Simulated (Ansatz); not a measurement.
# Mg (P6_3/mmc, 2 atoms in the cell) under biaxial strain in the (0001) plane, that of a and b, part 2 of 2

Wanted: the shifts of the zone-centre modes of Mg (P6_3/mmc, 2 atoms in the cell) with strain.

Ansatz 0.2.0; DFT LDA, scalar-relativistic, plane waves, PAW; PAW set soft_1.

So far. Step 3 (Tight relaxation): The forces vanish by symmetry and the pressure is -0.001 GPa, within the tolerances set. The cell now holds 21.60 Å³/atom.

**4. Zone-centre response at rest**

The force constants come from the linear response of the density to a displacement.

The modes at rest are the reference of the series.

Contents of input.yaml:

```yaml
crystal:
  lattice:
    - [3.1486847694, 0.0, 0.0]
    - [-1.5743423847, 2.7268409988, 0.0]
    - [0.0, 0.0, 5.0315838005]
  atoms:
    - { symbol: Mg, position: [0.3333333333, 0.6666666667, 0.25] }
    - { symbol: Mg, position: [0.6666666667, 0.3333333333, 0.75] }
kpoints:
  mp_grid: { grid: [15, 15, 8] }
hamiltonian:
  xc: lda
  pseudopotentials: { kind: paw, azcp: { folder: soft_1 }, xc_functional: pbe }
scf:
  occupations: { method: methfessel_paxton, width: 0.2 }
output:
  eigenvalues: true
phonons:
  method: dfpt
```

Launch:

```sh
$ ansatz run input.yaml --threads 4 --pin off --max-ram 10240MiB --backend cpu --events-out ev --progress --plain --runs-dir out
```

Numbers of over 12 decimals in the logs are rounded to 6 here.

The program printed:

```text
zone centre: on kpoints.mp_grid the ground state, and the responses unless they are solved on pairs of k-points, stand on 320 of the mesh's 1800 k-points, reduced under 4 symmetry operations, with k and −k counted as one. Each operation leaves every solved displacement unchanged or reverses it
[...]
Crystal: 2 atoms, lattice volume = 43.201 Å³
Basis set: ecut = 420 eV, 845 PW (Γ), exchange–correlation on 48×48×72 points (8 copies of the dense FFT grid, shifted against one another)
Bands: 14, of which v1, the nominal top of the filled ones, is band 10 counted from 1 (9 counted from 0)
Symmetry: 24 space group operations
k-points: 320 of 1800 (irreducible under 4 space group operations, time reversal used)
[...]
SCF iter   1: F=—  HF=-3803.257954 eV  |F-HF|=—  |Δ(HF+E_count)|=         —  Δρ=1.50e-2  dr2=1.08e-1  ethr=3.10e-3  ⟨swp⟩=5.0  Hψ=22559  notcnv=0
[...]
SCF iter   7: F=-3803.208489 eV  HF=-3803.208489 eV  |F-HF|=9.09e-13  |Δ(HF+E_count)|=  4.55e-13  S|Δr|=    0.00e0  Δρ=4.73e-9  dr2=9.28e-15  ethr=1.00e-12  ⟨swp⟩=6.0  Hψ=21114  notcnv=0
SCF 1 converged in 7 iterations: F = -3803.208489 eV  dr2 = 9.28e-15
[...]
DFPT response loops at Γ: preconditioner auto → Kerker (q_TF=auto, 2.400 Å⁻¹) (partly filled bands, converged f_vac=0.000); β = 1.00, the filter's whole step (`scf.mixing.beta` (0.50) is not read by the response loops under this deck's `scf.mixing.preconditioner`; to damp them name `kerker` or `kerker_dos`, under which they read `scf.mixing.beta`, and type it under 1.00, their step now; both keys bind the ground state too); Broyden in place of MSR1
SCF converged after 7 iterations
[...]
Free energy (F): -3803.208489 eV
[...]
Internal energy: -3803.206762 eV  (E = F + TS)
E sigma→0 (E₀):  -3803.208057 eV
Entropy (-TS):   -0.001727 eV (-0.864 meV/atom)
Fermi energy:    5.916512 eV
[...]
--- Band table (eV; the first three rows and the last of 320) ---
  k-point 0: bands = [... 6 lower, -36.7402, -36.7402, -1.2586, 4.2664, 4.8013, 16.9878, 16.9878, 17.1161]
  k-point 1: bands = [... 6 lower, -36.7405, -36.7405, -1.1653, 3.1831, 6.0424, 17.0597, 17.0597, 17.1763]
  k-point 2: bands = [... 6 lower, -36.7412, -36.7412, -0.8858, 2.0329, 7.6661, 15.4988, 17.2667, 17.2667]
  k-point 319: bands = [... 6 lower, -36.7484, -36.7484, 3.4342, 3.4342, 8.4232, 8.4232, 9.9333, 9.9333]
--- Phonons (Γ-DFPT): 2 representative perturbations + reference, on 320 of 1800 k-points (Σ response iterations 6) ---
  k mesh reduced under 4 symmetry operations, with k and −k counted as one. Each operation leaves every solved displacement unchanged or reverses it
  ASR residual: 2.661e-6 → 0.000e0 eV/Å²; symmetrization residual: 8.107e-13 eV/Å²
  ASR residual per site (eV/Å²): 2.66e-6 2.66e-6
  Γ frequencies (cm⁻¹): 0.00 0.00 0.00 133.13 133.13 260.89
  non-analytic LO–TO correction: not included (Born effective charges unavailable; polar crystals: no LO–TO splitting at Γ)
```

Wall time 22 s (4 threads of Intel Xeon at 2.50GHz (Skylake/Cascade Lake), shared host); peak memory 0.71 GiB.

Reading the cycles: dr2 is the Hartree energy of the density residual (eV), the measure of convergence; HF is the Harris–Foulkes estimate of the energy, which meets the free energy F at convergence.

This step gave:

```yaml
sum_rule_residual_before_enforcement: 2.66e-6 eV/Å²
point_group: 6/mmm
highest_optical_mode_at_the_zone_centre_no_lo_to_term: 260.9 cm⁻¹
lowest_optical_zone_centre_mode: 133.1 cm⁻¹
```

Patterns of degenerate modes are one choice out of their space. Modes at Γ:

| mode | frequency (cm⁻¹) | symmetry |
| --- | --- | --- |
| 1 | 0.0 | acoustic |
| 2 | 0.0 | acoustic |
| 3 | 0.0 | acoustic |
| 4 | 133.1 | E2g |
| 5 | 133.1 | E2g |
| 6 | 260.9 | B1g |

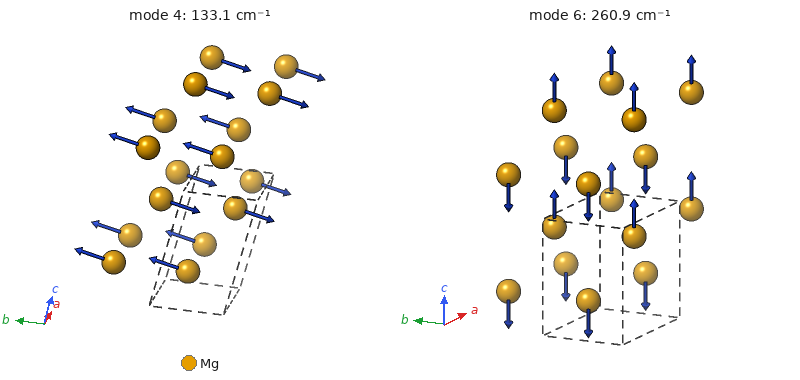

Displacement patterns of modes 4 and 6 at Γ; arrows are exaggerated. 2×2×2 cells are drawn.

Before it was imposed, the acoustic sum rule was missed by 2.7e-6 eV/Å². Small misses are needed for a sound result but don't prove that mesh and cutoff are converged. The lowest optical mode is real, 133 cm⁻¹.

**5. Relaxation of a member: biaxial strain of +4 % in the (0001) plane, that of a and b**

The cell takes a biaxial strain of +4 % in the (0001) plane, that of a and b. The strained lengths are held, while the rest of the cell and the atoms relax.

input.yaml, the sections that differ from step 4:

```yaml
crystal:
  lattice:
    - [3.2746321602, 0.0, 0.0]
    - [-1.6373160801, 2.8359146388, 0.0]
    - [0.0, 0.0, 4.9718594406]
  atoms:
    - { symbol: Mg, position: [0.3333333333, 0.6666666667, 0.25] }
    - { symbol: Mg, position: [0.6666666667, 0.3333333333, 0.75] }
output:
  forces: true
  stress: true
  eigenvalues: true
relax:
  adjacent_minimum: "off"
  f_tol: 0.001
  max_steps: 60
  cell: { stress_tol: 0.01, fix: [a, b, gamma] }
# kpoints, hamiltonian, scf: as in step 4
# phonons: removed
```

The program printed:

```text
[...]
Crystal: 2 atoms, lattice volume = 46.172 Å³
Basis set: ecut = 420 eV, 929 PW (Γ)
Bands: 14, of which v1, the nominal top of the filled ones, is band 10 counted from 1 (9 counted from 0)
Symmetry: 24 space group operations
[...]
k-points: 135 of 1800
[...]
k-point 134: bands = [... 6 lower, -37.3518, -37.3518, 5.4560, 5.4560, 6.0508, 6.0508, 6.6245, 6.6245]
--- Relaxed structure (3 steps of the walk, 3 accepted, 1 SCFs on fresh bases) ---
[...]
cell:  # Å, volume = 45.9721 Å³
    - [3.274632, 0, 0]
    - [-1.637316, 2.835915, 0]
    - [0, 0, 4.950386]
  atoms:
    - { symbol: Mg, position: [0.333333, 0.666667, 0.25] }
    - { symbol: Mg, position: [0.666667, 0.333333, 0.750000] }
[key lines of the parts left out:]
SCF converged after 4 iterations
Free energy (F): -3803.173573 eV
Fermi energy:    5.381931 eV
P = ⅓ Tr σ = -1.9971 GPa (-19.971 kbar)
```

Elapsed: 9.1 s, on 4 threads; peak memory 0.41 GiB.

Relaxation path:

| step | energy less that of the first step (eV) | largest force component (eV/Å) | pressure (GPa) | volume (Å³) |
| --- | --- | --- | --- | --- |
| 1 | 0.0000 | 0.0000 | -2.15 | 46.17 |
| 2 | -0.0002 | 0.0000 | -2.04 | 46.03 |
| 3 | -0.0002 | 0.0000 | -2.00 | 45.97 |
| 4* | -0.0002 | 0.0000 | -2.00 | 45.97 |

Relaxation steps marked * repeat the geometry before them on a plane-wave basis chosen anew for their cell, so energy and pressure can jump there.

Forces are held to the 24 operations that the run works with; a distortion that breaks them can't arise in this run.

| conventional cell, symmetrised | before | after | change |
| --- | --- | --- | --- |
| a (Å) | 3.275 | 3.275 | +0.0 % |
| b (Å) | 3.275 | 3.275 | +0.0 % |
| c (Å) | 4.972 | 4.950 | -0.4 % |
| volume (Å³/atom) | 23.09 | 22.99 | -0.4 % |

Final coordinates:

```cif
data_structure
_symmetry_space_group_name_H-M 'P 1'
_symmetry_Int_Tables_number 1
_cell_length_a 3.2746
_cell_length_b 3.2746
_cell_length_c 4.9504
_cell_angle_alpha 90.000
_cell_angle_beta 90.000
_cell_angle_gamma 120.000
_cell_volume 45.97
loop_
_atom_site_label
_atom_site_type_symbol
_atom_site_fract_x
_atom_site_fract_y
_atom_site_fract_z
_atom_site_occupancy
Mg1 Mg 0.33333 0.66667 0.25000 1
Mg2 Mg 0.66667 0.33333 0.75000 1
```

This step gave:

```
pressure        : -1.997 GPa
volume per atom : 22.99 Å³
```

The forces vanish by symmetry.

**6. Zone-centre modes of the member: biaxial strain of +4 % in the (0001) plane, that of a and b**

The zone-centre modes follow for biaxial strain of +4 % in the (0001) plane, that of a and b.

input.yaml, the sections that differ from step 5:

```yaml
crystal:
  lattice:
    - [3.2746321602, 0.0, 0.0]
    - [-1.6373160801, 2.8359146388, 0.0]
    - [0.0, 0.0, 4.9503862518]
  atoms:
    - { symbol: Mg, position: [0.3333333333, 0.6666666667, 0.25] }
    - { symbol: Mg, position: [0.6666666667, 0.3333333333, 0.75] }
output:
  eigenvalues: true
phonons:
  method: dfpt
# kpoints, hamiltonian, scf: as in step 5
# relax: removed
```

The program printed:

```text
[...]
Crystal: 2 atoms, lattice volume = 45.972 Å³
Basis set: ecut = 420 eV, 929 PW (Γ), exchange–correlation on 48×48×72 points (8 copies of the dense FFT grid, shifted against one another)
Bands: 14, of which v1, the nominal top of the filled ones, is band 10 counted from 1 (9 counted from 0)
Symmetry: 24 space group operations
k-points: 320 of 1800 (irreducible under 4 space group operations, time reversal used)
[...]
SCF iter   1: F=—  HF=-3803.220318 eV  |F-HF|=—  |Δ(HF+E_count)|=         —  Δρ=1.44e-2  dr2=1.10e-1  ethr=3.10e-3  ⟨swp⟩=5.0  Hψ=22361  notcnv=0
[...]
SCF iter   7: F=-3803.173574 eV  HF=-3803.173574 eV  |F-HF|=4.55e-13  |Δ(HF+E_count)|=  1.36e-12  S|Δr|=    0.00e0  Δρ=7.66e-9  dr2=1.21e-14  ethr=1.00e-12  ⟨swp⟩=6.1  Hψ=21175  notcnv=0
SCF 1 converged in 7 iterations: F = -3803.173574 eV  dr2 = 1.21e-14
[...]
SCF converged after 7 iterations
[...]
Free energy (F): -3803.173574 eV
[...]
Internal energy: -3803.172415 eV  (E = F + TS)
E sigma→0 (E₀):  -3803.173284 eV
Entropy (-TS):   -0.001158 eV (-0.579 meV/atom)
Fermi energy:    5.381931 eV
[...]
--- Band table (eV; the first three rows and the last of 320) ---
  k-point 0: bands = [... 6 lower, -37.3503, -37.3444, -1.5061, 4.1575, 4.8053, 15.4058, 15.4058, 15.5461]
  k-point 1: bands = [... 6 lower, -37.3506, -37.3459, -1.4097, 3.0756, 6.0502, 15.4765, 15.4765, 15.6264]
  k-point 2: bands = [... 6 lower, -37.3514, -37.3503, -1.1212, 1.8915, 7.7227, 15.6546, 15.6853, 15.6853]
  k-point 319: bands = [... 6 lower, -37.3528, -37.3528, 2.9997, 2.9997, 7.6589, 7.6589, 9.0115, 9.0115]
[...]
ASR residual: 5.239e-6 → 0.000e0 eV/Å²; symmetrization residual: 3.304e-13 eV/Å²
  ASR residual per site (eV/Å²): 5.24e-6 5.24e-6
  Γ frequencies (cm⁻¹): 0.00 0.00 0.00 135.99 135.99 254.82
[...]
```

Run time: 23 s. Hardware: 4 threads; peak memory 0.74 GiB.

Numbers from this step:

```
sum-rule residual before enforcement                    : 5.24e-6 eV/Å²
highest optical mode at the zone centre (no LO-TO term) : 254.8 cm⁻¹
lowest optical zone-centre mode                         : 136.0 cm⁻¹
```

Patterns of degenerate modes are one choice out of their space. Modes at Γ:

| mode | frequency (cm⁻¹) | symmetry |
| --- | --- | --- |
| 1 | 0.0 | acoustic |
| 2 | 0.0 | acoustic |
| 3 | 0.0 | acoustic |
| 4 | 136.0 | E2g |
| 5 | 136.0 | E2g |
| 6 | 254.8 | B1g |

The lowest optical mode is real, 136 cm⁻¹, and the highest lies at 254.8 cm⁻¹.

Between step 4 and this run (strain 4 %) the value for the highest optical mode at the zone centre (no LO-TO term) moves from 261 cm⁻¹ to 255 cm⁻¹ (-2 %).

**7. A member of the series: biaxial strain of -4 % in the (0001) plane, that of a and b**

The cell takes a biaxial strain of -4 % in the (0001) plane, that of a and b. The strained lengths are held, while the rest of the cell and the atoms relax.

input.yaml, the sections that differ from step 6:

```yaml
crystal:
  lattice:
    - [3.0227373786, 0.0, 0.0]
    - [-1.5113686893, 2.6177673588, 0.0]
    - [0.0, 0.0, 5.1358775169]
  atoms:
    - { symbol: Mg, position: [0.3333333333, 0.6666666667, 0.25] }
    - { symbol: Mg, position: [0.6666666667, 0.3333333333, 0.75] }
output:
  forces: true
  stress: true
  eigenvalues: true
relax:
  adjacent_minimum: "off"
  f_tol: 0.001
  max_steps: 60
  cell: { stress_tol: 0.01, fix: [a, b, gamma] }
# kpoints, hamiltonian, scf: as in step 6
# phonons: removed
```

The program printed:

```text
[...]
Crystal: 2 atoms, lattice volume = 40.639 Å³
Basis set: ecut = 420 eV, 761 PW (Γ)
Bands: 14, of which v1, the nominal top of the filled ones, is band 10 counted from 1 (9 counted from 0)
Symmetry: 24 space group operations
[...]
k-points: 135 of 1800
[...]
k-point 134: bands = [... 6 lower, -36.2225, -36.2225, 6.7122, 6.7122, 7.1027, 7.1027, 8.3780, 8.3780]
--- Relaxed structure (4 steps of the walk, 4 accepted, 1 SCFs on fresh bases) ---
[...]
cell:  # Å, volume = 41.0131 Å³
    - [3.022737, 0, 0.0]
    - [-1.511369, 2.617767, 0.0]
    - [0.0, 0.0, 5.183115]
  atoms:
    - { symbol: Mg, position: [0.333333, 0.666667, 0.25] }
    - { symbol: Mg, position: [0.666667, 0.333333, 0.75] }
[key lines of the parts left out:]
SCF converged after 4 iterations
Free energy (F): -3803.169508 eV
Fermi energy:    6.368973 eV
P = ⅓ Tr σ = 2.5195 GPa (25.195 kbar)
```

Run time: 9.9 s. Hardware: 4 threads; peak memory 0.4 GiB.

The steps of the relaxation:

| step | energy less that of the first step (eV) | largest force component (eV/Å) | pressure (GPa) | volume (Å³) |
| --- | --- | --- | --- | --- |
| 1 | 0.0000 | 0.0000 | 2.91 | 40.64 |
| 2 | -0.0005 | 0.0000 | 2.68 | 40.86 |
| 3 | -0.0006 | 0.0000 | 2.54 | 41.00 |
| 4 | -0.0006 | 0.0000 | 2.52 | 41.01 |
| 5* | -0.0006 | 0.0000 | 2.52 | 41.01 |

Relaxation steps marked * repeat the geometry before them on a plane-wave basis chosen anew for their cell, so energy and pressure can jump there.

The run keeps the 24 symmetry operations that it works with, so distortions that break them were not tested.

| conventional cell, symmetrised | before | after | change |
| --- | --- | --- | --- |
| a (Å) | 3.023 | 3.023 | -0.0 % |
| b (Å) | 3.023 | 3.023 | -0.0 % |
| c (Å) | 5.136 | 5.183 | +0.9 % |
| volume (Å³/atom) | 20.32 | 20.51 | +0.9 % |

Final coordinates:

```cif
data_structure
_symmetry_space_group_name_H-M 'P 1'
_symmetry_Int_Tables_number 1
_cell_length_a 3.0227
_cell_length_b 3.0227
_cell_length_c 5.1831
_cell_angle_alpha 90.000
_cell_angle_beta 90.000
_cell_angle_gamma 120.000
_cell_volume 41.01
loop_
_atom_site_label
_atom_site_type_symbol
_atom_site_fract_x
_atom_site_fract_y
_atom_site_fract_z
_atom_site_occupancy
Mg1 Mg 0.33333 0.66667 0.25000 1
Mg2 Mg 0.66667 0.33333 0.75000 1
```

Numbers from this step:

| Quantity | Value |
| --- | --- |
| pressure | 2.520 GPa |
| volume per atom | 20.51 Å³ |

The forces vanish by symmetry.

The cell grew by 0.9 % in volume.

**8. Zone-centre modes of the member: biaxial strain of -4 % in the (0001) plane, that of a and b**

The zone-centre modes follow for biaxial strain of -4 % in the (0001) plane, that of a and b.

input.yaml, the sections that differ from step 7:

```yaml
crystal:
  lattice:
    - [3.0227373786, 0.0, 0.0]
    - [-1.5113686893, 2.6177673588, 0.0]
    - [0.0, 0.0, 5.183114931]
  atoms:
    - { symbol: Mg, position: [0.3333333333, 0.6666666667, 0.25] }
    - { symbol: Mg, position: [0.6666666667, 0.3333333333, 0.75] }
output:
  eigenvalues: true
phonons:
  method: dfpt
# kpoints, hamiltonian, scf: as in step 7
# relax: removed
```

The program printed:

```text
[...]
Crystal: 2 atoms, lattice volume = 41.013 Å³
Basis set: ecut = 420 eV, 761 PW (Γ), exchange–correlation on 48×48×72 points (8 copies of the dense FFT grid, shifted against one another)
Bands: 14, of which v1, the nominal top of the filled ones, is band 10 counted from 1 (9 counted from 0)
Symmetry: 24 space group operations
k-points: 320 of 1800 (irreducible under 4 space group operations, time reversal used)
[...]
k-point 1: bands = [... 6 lower, -36.2056, -36.2056, -0.9488, 3.1614, 5.8321, 16.8980, 18.5895, 18.5895]
  k-point 2: bands = [... 6 lower, -36.2062, -36.2062, -0.6854, 2.0700, 7.3721, 14.8565, 18.7628, 18.7628]
  k-point 319: bands = [... 6 lower, -36.2214, -36.2214, 3.8364, 3.8364, 9.1870, 9.1870, 10.8458, 10.8458]
[...]
ASR residual: 1.152e-4 → 0.000e0 eV/Å²; symmetrization residual: 1.139e-12 eV/Å²
  ASR residual per site (eV/Å²): 1.15e-4 1.15e-4
  Γ frequencies (cm⁻¹): 0.00 0.00 0.00 123.47 123.47 254.31
[...]
[key lines of the parts left out:]
SCF converged after 8 iterations
Free energy (F): -3803.169508 eV
Fermi energy:    6.368973 eV
```

Run time: 23 s. Hardware: 4 threads; peak memory 0.7 GiB; 78 s of CPU time.

Numbers from this step:

```
sum-rule residual before enforcement                    : 1.15e-4 eV/Å²
highest optical mode at the zone centre (no LO-TO term) : 254.3 cm⁻¹
lowest optical zone-centre mode                         : 123.5 cm⁻¹
```

Patterns of degenerate modes are one choice out of their space. Modes at Γ:

| mode | frequency (cm⁻¹) | symmetry |
| --- | --- | --- |
| 1 | 0.0 | acoustic |
| 2 | 0.0 | acoustic |
| 3 | 0.0 | acoustic |
| 4 | 123.5 | E2g |
| 5 | 123.5 | E2g |
| 6 | 254.3 | B1g |

The lowest optical mode is real, 123 cm⁻¹, and the highest lies at 254.3 cm⁻¹.

Between step 4 and this run (strain -4 %) the value for the highest optical mode at the zone centre (no LO-TO term) moves from 261 cm⁻¹ to 254 cm⁻¹ (-3 %).

**9. All members side by side**

The members are set side by side, also those not shown above.

Stress is positive in compression; energies are extrapolated to zero smearing, and E0 is that at rest; the edges not held and the atoms are relaxed in each cell; all runs use 15×15×8 k points and Methfessel-Paxton smearing of 0.2 eV. State of the crystal along the series:

| strain (%) | in-plane stress (GPa) | free strain along c (%) | E - E0 (meV/atom) |
| --- | --- | --- | --- |
| -4 | 3.778 | 3.012 | 19.58 |
| -3 | 2.743 | 2.073 | 10.71 |
| -2 | 1.797 | 1.236 | 4.612 |
| -1 | 0.8832 | 0.5557 | 1.082 |
| 0 | -0.001393 | 0 | 0 |
| 1 | -0.8315 | -0.4958 | 1.159 |
| 2 | -1.641 | -0.8538 | 4.475 |
| 3 | -2.38 | -1.187 | 9.988 |
| 4 | -2.996 | -1.614 | 17.39 |

Optical modes are counted from below at rest and tracked from member to member by their patterns, and modes that stay within 0.3 cm⁻¹ of each other stand once; labels, where given, are those at rest; the edges not held and the atoms are relaxed in each cell; all runs use 15×15×8 k points and Methfessel-Paxton smearing of 0.2 eV. Optical modes along the series:

| strain (%) | optical mode 1 E2g (cm⁻¹) | optical mode 2 B1g (cm⁻¹) |
| --- | --- | --- |
| -4 | 123.5 | 254.3 |
| -3 | 126.7 | 257.2 |
| -2 | 129.5 | 259.7 |
| -1 | 131.6 | 260.9 |
| 0 | 133.1 | 260.9 |
| 1 | 134.4 | 260.1 |
| 2 | 134.9 | 258.1 |
| 3 | 135.3 | 255.9 |
| 4 | 136 | 254.8 |

Value and slope at zero strain of a cubic (a lower polynomial where under five rows exist) through the rows within 2 % of rest. Slopes at rest:

| mode | frequency (cm⁻¹) | shift per percent of strain (cm⁻¹) | shift per GPa of compressive stress (cm⁻¹) |
| --- | --- | --- | --- |
| optical mode 1 E2g | 133.2 | 1.4 | -1.64 |
| optical mode 2 B1g | 261 | -0.4 | 0.47 |

**10. What came out**

| Property | Result |
| --- | --- |
| members | 9 |
| highest optical mode at the zone centre (no LO-TO term), at rest | 260.9 cm⁻¹ |
| biaxial modulus in the (0001) plane, that of a and b | 85.7 GPa |
| optical mode 1 E2g, shift per percent | 1.40 cm⁻¹ |
| optical mode 2 B1g, shift per percent | -0.40 cm⁻¹ |

The stress changes by 0.86 GPa for each percent, a biaxial modulus of 86 GPa in the (0001) plane, that of a and b. For each percent the free edge responds with -0.53 %. Within 2 % of rest optical mode 1 E2g and optical mode 2 B1g bend away from a straight line, so a single slope holds only near rest. These are harmonic frequencies at zero temperature: anharmonic shifts, linewidths and thermal expansion are left out. With no gap, or one that is small against the smearing, the frequencies hang on the k mesh and the smearing, most of all near Kohn anomalies. The PAW files were made for PBE; the program adapts parts of them to the functional of the run, but their partial waves stay those of PBE, an approximation that was not tested in this session. Only the zone centre was solved, so an instability at another wavevector cannot show here.

[Logs are printed without paths, hosts, clocks, repeated set-up lines and the standing remarks that a program may print on its own settings, such as how far it seeks lower states.]

[Hosts, paths, dates, database ids (printed as entryN), source tags and the programs' standing remarks are cut or masked in the printed files.]
